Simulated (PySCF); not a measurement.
# C$_{4}$H$_{9}$PSi$_{2}$ (SMILES C#CC1(C)[SiH2]P[SiH2]1): what the fields show

```xyz
16

C    -1.2512    2.4588    0.1874
C    -0.8453    1.3361    0.0744
C    -0.3395   -0.0010   -0.0611
C    -1.4777   -0.9545   -0.4281
Si    1.1559   -0.1006   -1.3034
P     2.4982   -1.0054    0.2771
Si    0.6502   -0.5829    1.5115
H    -1.6184    3.4366    0.2846
H    -2.2454   -0.9497    0.3447
H    -1.1037   -1.9714   -0.5350
H    -1.9390   -0.6559   -1.3686
H     0.9061   -1.0414   -2.3961
H     1.5639    1.2103   -1.8050
H     3.1488    0.1701    0.5967
H     0.1017   -1.8092    2.0923
H     0.7878    0.4690    2.5173
```

Geometry: GFN2-xTB.

These are results of B3LYP/def2-SVPD, SCF density, gas phase (PySCF 2.14.0), not measurements.

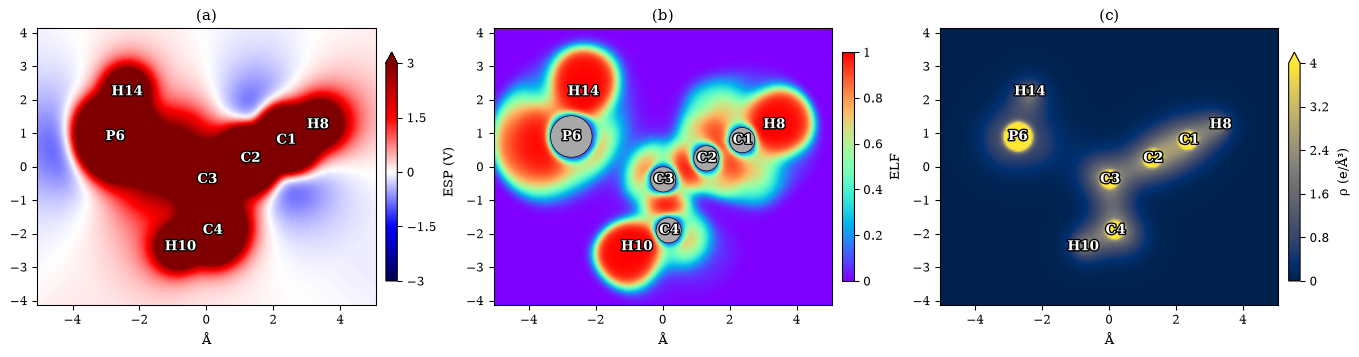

Figure 1. (a) molecular electrostatic potential; (b) ELF; (c) total electron density on the plane of atoms C3, C4 and H10. Grey discs cover the atomic cores in the ELF map.

What do the fields say about this system?

Answer.
- Atoms in the plane: C, P and H.
- C–C (1.20 Å): the density is about 2.7 e/Å³ at the midpoint; the ELF peaks at about 0.85 between the atoms: a multiple bond.
- C–H (1.05 Å): ρ at the midpoint is about 2.1 e/Å³; the ELF climbs to about 1 towards the hydrogen, as it does in any bond to H; a covalent bond by its length.
- P–H (1.38 Å): the density is about 1.1 e/Å³ at the midpoint; the ELF climbs to about 1 towards the hydrogen.
- The ELF also peaks beside P6, away from the bonds: lone-pair regions.
- Outside the dense part of the molecule the potential is most negative (−0.8 V) near P6.

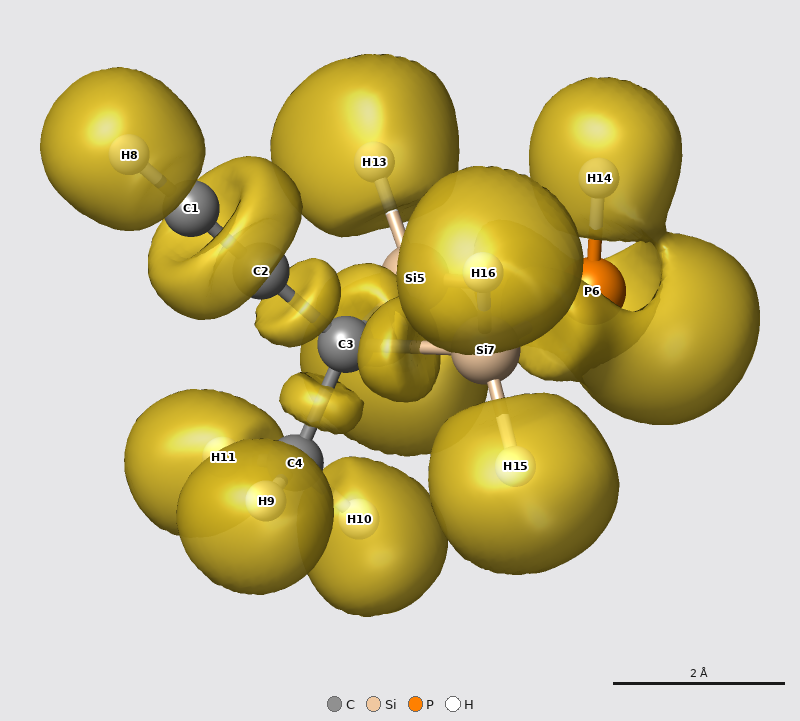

Figure 2. Isosurface of the ELF at 0.75 (yellow), seen at a tilt. Only the valence region is drawn (cores and ρ < 0.01 e/Å³ removed).

What do the ELF domains correspond to?

Answer. At this value the surface marks out three regions between bonded C–C atoms (shared pairs), eight regions around hydrogen nuclei, one region on C in which the atom's valence shell and bonds are merged and one joined region spread over several atoms (H, P), in which their bonds and any lone pairs are merged.


 C–Si (1.95 Å): the ELF peaks at about 0.95 between the atoms (a shared electron pair).

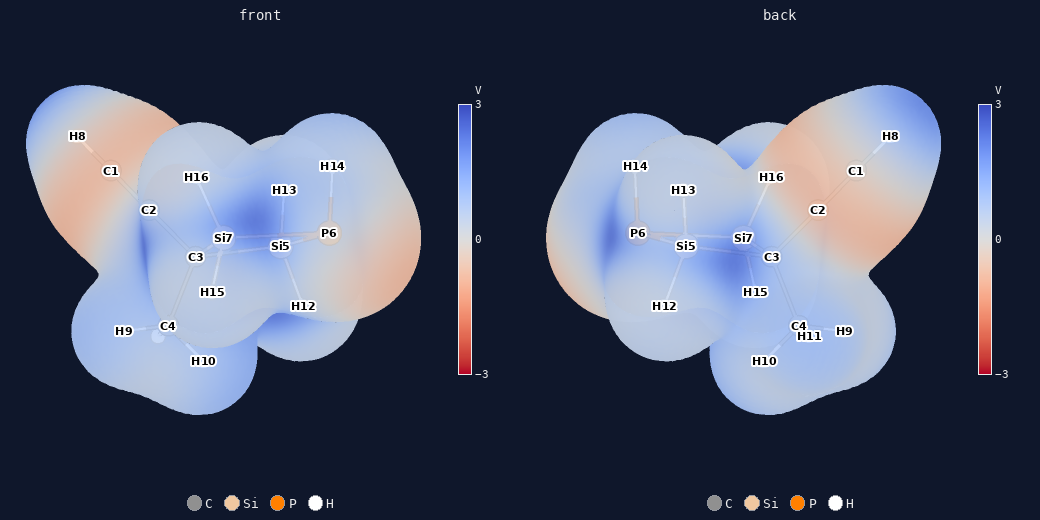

Figure 3. The electrostatic potential painted on the density surface at 0.004 e/bohr³, seen from the front and from behind; red is negative and blue positive.

Where is the surface potential most negative and most positive?

Answer. The most negative region (about −0.8 V) lies over C1, C2 and P6, the most positive (about +2.3 V) over Si5 and Si7.
